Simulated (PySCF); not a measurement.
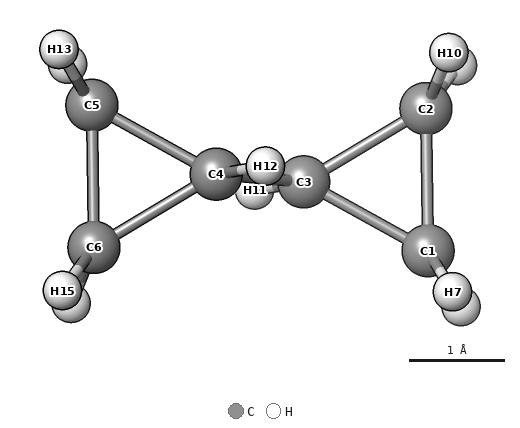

Figure 1. The structure (ball-and-stick view, seen at a tilt; atoms are numbered from 1 in the order of the input).

**What a change does: NMR shielding calculation on C6H10**

System: C6H10 (bicyclopropyl), SMILES C1CC1C1CC1.
Method of run 1: GIAO PBE0/pcSseg-1 NMR shielding, non-relativistic, IEF-PCM acetone (PySCF 2.14.0).

The geometry comes from this level: PBE0-D3(BJ)/def2-SVP. Text and figures count atoms from 1; the logs count them from 0 in places.

### Input file, run 1
```
{"job": {"kind": "nmr", "xc": "PBE0", "basis": "pcSseg-1", "solvent": "acetone", "pop": true}, "charge": 0, "multiplicity": 1}
C     -1.874435    -0.612929    -0.499080
C     -1.900173     0.388277     0.619160
C     -0.634409    -0.354036     0.305408
C      0.527337     0.357870    -0.304774
C      1.767077     0.617305     0.499985
C      1.793346    -0.384275    -0.617912
H     -1.897773    -0.235559    -1.525606
H     -2.398275    -1.562631    -0.362382
H     -2.442068     0.135644     1.534345
H     -1.940757     1.449374     0.356291
H     -0.348446    -1.139252     1.014956
H      0.241385     1.142772    -1.014673
H      2.290773     1.567061     0.363115
H      1.790181     0.240280     1.526643
H      2.335444    -0.131811    -1.533024
H      1.834101    -1.445280    -0.354698
```

The first line tells a small driver script what to run in PySCF; the rest is the geometry in Å.

Launched with:
```bash
OMP_NUM_THREADS=1 python <driver script> task.json out
```

Hardware: 1 CPU thread, shared host.

### Output (run 1)
```
coarse grid: 12720 points
cycle   1  E = -234.2084739536  dE =  8.207e-01  |g| = 3.553e-01  |ddm| = 3.423e+00
cycle   2  E = -234.2059867185  dE =  2.487e-03  |g| = 3.877e-01  |ddm| = 6.680e-01
cycle   3  E = -234.2455609191  dE = -3.957e-02  |g| = 2.179e-02  |ddm| = 3.576e-01
cycle   4  E = -234.2456273278  dE = -6.641e-05  |g| = 1.222e-02  |ddm| = 2.893e-02
cycle   5  E = -234.2456581829  dE = -3.086e-05  |g| = 4.503e-03  |ddm| = 1.376e-02
cycle   6  E = -234.2456630006  dE = -4.818e-06  |g| = 1.295e-04  |ddm| = 3.577e-03
final grid: 120968 points
cycle   7  E = -234.2825916156  dE = -4.000e-05  |g| = 8.133e-03  |ddm| = 3.314e-02
cycle   8  E = -234.2825865456  dE =  5.070e-06  |g| = 9.396e-03  |ddm| = 1.612e-02
cycle   9  E = -234.2826094188  dE = -2.287e-05  |g| = 4.078e-04  |ddm| = 8.464e-03
cycle  10  E = -234.2826094476  dE = -2.876e-08  |g| = 2.137e-04  |ddm| = 5.123e-04
cycle  11  E = -234.2826094586  dE = -1.097e-08  |g| = 1.800e-05  |ddm| = 1.909e-04
cycle  12  E = -234.2826094586  dE = -6.651e-11  |g| = 1.038e-06  |ddm| = 2.045e-05
converged SCF energy = -234.2826094586

GIAO shielding tensors (ppm)
atom      isotropic    diamagn.    paramagn.     s11        s22        s33       span
  0 C      179.670     253.636     -73.965    150.433    174.498    214.080     63.647
  1 C      179.670     253.649     -73.980    150.433    174.498    214.077     63.644
  2 C      168.216     244.943     -76.727    141.618    144.290    218.739     77.121
  3 C      168.217     245.422     -77.206    141.619    144.292    218.739     77.120
  4 C      179.675     253.505     -73.830    150.436    174.501    214.090     63.654
  5 C      179.664     253.485     -73.821    150.429    174.495    214.069     63.640
  6 H       31.031      31.143      -0.112     25.610     28.234     39.248     13.638
  7 H       30.727      30.231       0.496     25.046     26.044     41.092     16.047
  8 H       30.727      30.231       0.496     25.047     26.044     41.091     16.045
  9 H       31.031      31.142      -0.111     25.610     28.235     39.248     13.638
 10 H       31.422      31.760      -0.338     23.961     30.167     40.137     16.176
 11 H       31.422      31.862      -0.440     23.961     30.167     40.137     16.176
 12 H       30.728      30.302       0.426     25.046     26.044     41.093     16.046
 13 H       31.031      31.187      -0.157     25.610     28.234     39.248     13.638
 14 H       30.727      30.301       0.426     25.046     26.044     41.091     16.045
 15 H       31.031      31.187      -0.157     25.610     28.235     39.248     13.638
```

The input of run 2 differs as follows (lines with − go, lines with + come):
```diff
-"solvent": "acetone"
-"pop": true
+"solvent": "chloroform"
+"pop": false
```

How does run 2 compare with run 1?

The total energy of run 2 is 0.5 kcal/mol higher: the change of the electrostatic solvation energy at this fixed geometry, without cavity or dispersion terms. Of all shieldings, the largest change is that of C1, C2, C3, C4, C5 and C6, by −0.3 ppm. The number of SCF iterations is the same.

### Output (run 2)
```
coarse grid: 12720 points
cycle   1  E = -234.2071437135  dE =  8.220e-01  |g| = 3.575e-01  |ddm| = 3.423e+00
cycle   2  E = -234.2041351874  dE =  3.009e-03  |g| = 3.924e-01  |ddm| = 6.760e-01
cycle   3  E = -234.2447034142  dE = -4.057e-02  |g| = 2.299e-02  |ddm| = 3.658e-01
cycle   4  E = -234.2447740210  dE = -7.061e-05  |g| = 1.349e-02  |ddm| = 3.144e-02
cycle   5  E = -234.2448126289  dE = -3.861e-05  |g| = 4.566e-03  |ddm| = 1.520e-02
cycle   6  E = -234.2448175631  dE = -4.934e-06  |g| = 1.362e-04  |ddm| = 3.680e-03
final grid: 120968 points
cycle   7  E = -234.2817542246  dE = -3.986e-05  |g| = 8.167e-03  |ddm| = 3.323e-02
cycle   8  E = -234.2817487778  dE =  5.447e-06  |g| = 9.499e-03  |ddm| = 1.628e-02
cycle   9  E = -234.2817721516  dE = -2.337e-05  |g| = 4.429e-04  |ddm| = 8.656e-03
cycle  10  E = -234.2817721872  dE = -3.568e-08  |g| = 2.159e-04  |ddm| = 5.575e-04
cycle  11  E = -234.2817721984  dE = -1.118e-08  |g| = 1.836e-05  |ddm| = 1.952e-04
cycle  12  E = -234.2817721985  dE = -6.821e-11  |g| = 1.195e-06  |ddm| = 2.110e-05
converged SCF energy = -234.2817721985

GIAO shielding tensors (ppm)
atom      isotropic    diamagn.    paramagn.     s11        s22        s33       span
  0 C      179.360     253.515     -74.156    150.061    174.268    213.751     63.690
  1 C      179.359     253.530     -74.171    150.062    174.269    213.747     63.686
  2 C      167.959     244.823     -76.864    141.478    143.953    218.444     76.966
  3 C      167.959     245.308     -77.349    141.479    143.955    218.444     76.965
  4 C      179.365     253.383     -74.018    150.064    174.271    213.760     63.697
  5 C      179.354     253.364     -74.010    150.058    174.265    213.739     63.681
  6 H       31.046      31.146      -0.100     25.635     28.278     39.226     13.591
  7 H       30.742      30.251       0.492     25.073     26.097     41.058     15.985
  8 H       30.742      30.251       0.492     25.074     26.096     41.057     15.983
  9 H       31.047      31.146      -0.099     25.636     28.280     39.227     13.591
 10 H       31.474      31.788      -0.314     24.027     30.244     40.152     16.125
 11 H       31.474      31.890      -0.416     24.027     30.244     40.152     16.126
 12 H       30.743      30.320       0.423     25.073     26.097     41.058     15.985
 13 H       31.047      31.190      -0.144     25.636     28.278     39.227     13.591
 14 H       30.742      30.319       0.423     25.073     26.096     41.056     15.983
 15 H       31.047      31.191      -0.144     25.635     28.279     39.226     13.591
```

### The two runs side by side

```csv
quantity,run 1,run 2
outcome,converged,converged
total energy (hartree),−234.282609,−234.281772
HOMO (eV),−7.23,−7.22
LUMO (eV),1.66,1.62
dipole moment (D),0.00,0.00
shielding of C1 (ppm),179.7,179.4
shielding of C2 (ppm),179.7,179.4
shielding of C3 (ppm),168.2,168.0
shielding of C4 (ppm),168.2,168.0
shielding of C5 (ppm),179.7,179.4
shielding of C6 (ppm),179.7,179.4
shielding of H11 (ppm),31.4,31.5
SCF iterations,12,12
basis functions,152,152
wall time (shared host),29 s,27 s
```
